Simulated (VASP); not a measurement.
Band structure of BP (zinc blende). These are PBE GGA with D3 dispersion (zero damping), VASP's PBE PAW potentials (set 64) (plane waves; VASP) values and carry that method's errors.

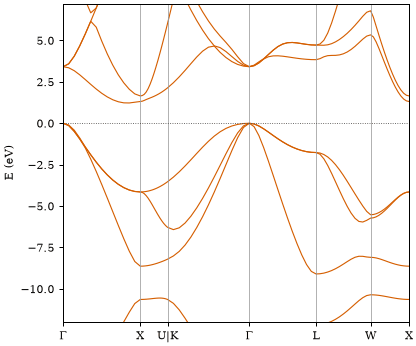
Figure: Bands along high-symmetry lines, zero at the valence-band maximum or, without a gap, the Fermi level

Question: Read the plot: is there a gap, and where are the band edges?

Answer: The gap is indirect, 1.23 eV, from the valence maximum at Γ to the conduction minimum at Γ-X at 0.86. (Edges off the drawn lines would not show.)

The compound is BP in the zinc blende structure. It was relaxed first.
